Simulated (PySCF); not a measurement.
C$_{4}$H$_{5}$ClS$_{2}$Si

Input file:

```
{"job": {"kind": "uv", "xc": "PBE0", "basis": "def2-SVPD", "nstates": 8, "ntriplets": 3}, "charge": 0, "multiplicity": 1}
C      2.621616    -1.594063    -1.110799
C      2.259274    -0.545331    -0.646288
Si     1.649725     1.055168     0.033008
Cl     2.667220     2.577495    -0.806473
S     -0.414896     1.317389    -0.709128
C     -1.202847     0.022037     0.124182
C     -2.658959    -0.105961    -0.154757
S     -0.415244    -0.992958     1.135440
H      2.945218    -2.512376    -1.509600
H      1.613502     1.183253     1.476456
H     -3.103701    -0.853001     0.498172
H     -2.807867    -0.404319    -1.193494
H     -3.157429     0.853155    -0.015696
```

Run with:

```sh
OMP_NUM_THREADS=1 python probes_run.py task.json out
```

Geometry: GFN2-xTB.

All numbers below come from PySCF, PBE0/def2-SVPD, SCF density, gas phase.

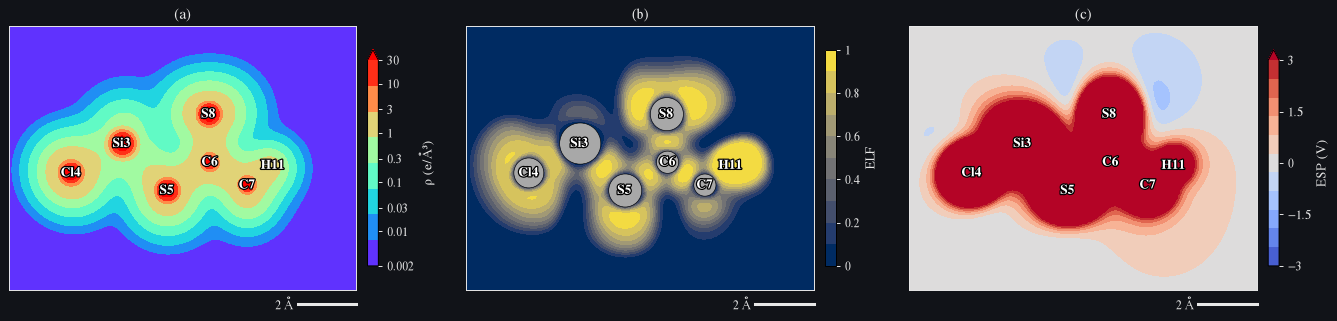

Figure 1. (a) electron density; (b) ELF; (c) molecular electrostatic potential on the plane of atoms S5, C6 and C7. Grey discs cover the atomic cores in the ELF map.

What does the map show?

The section cuts through Si, Cl, S, C and H sites.
C–S (1.63 Å): ρ at the midpoint is about 1.6 e/Å³; the ELF peaks at about 0.90 between the atoms; a covalent bond.
Si–Cl (2.01 Å): ρ is about 0.94 e/Å³ halfway; the ELF peaks at about 0.90 between the atoms; a polar covalent bond.
Si–S (2.21 Å): the density is about 0.75 e/Å³ at the midpoint; the ELF peaks at about 0.95 between the atoms; localised, covalent bonding.
C–S (1.73 Å): ρ is about 1.4 e/Å³ halfway; the ELF peaks at about 0.90 between the atoms; localised, covalent bonding.
The ELF also peaks beside S5, Cl4 and S8, away from the bonds: lone-pair regions.
Outside the dense part of the molecule the potential is most negative (−1.0 V) near S8.

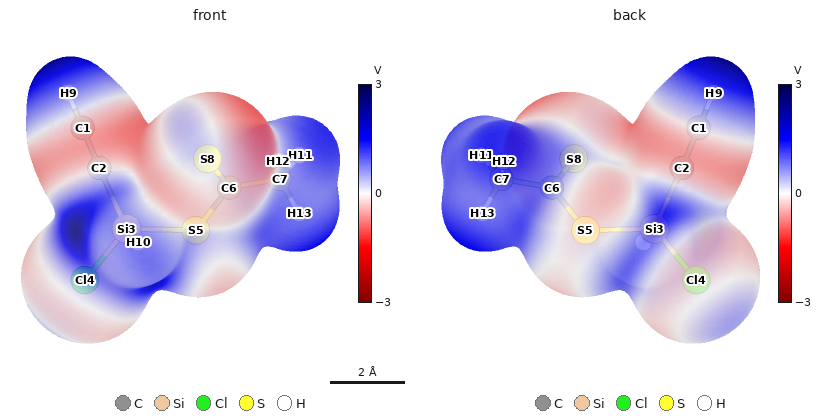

Figure 2. The molecular electrostatic potential painted on the density surface at 0.004 e/bohr³, seen from the front and from behind; the colour scale runs from red (negative) to blue (positive).

Which sites attract a positive test charge, and which a negative one?

A positive charge is drawn to the negative regions and a negative charge to the positive ones. The most negative region (about −0.9 V) lies over S8, the most positive (about +2.4 V) over Si3 and H9. Cl4 shows a σ-hole: about +0.6 V at the tip opposite its bond, against about −0.2 V on its flanks.
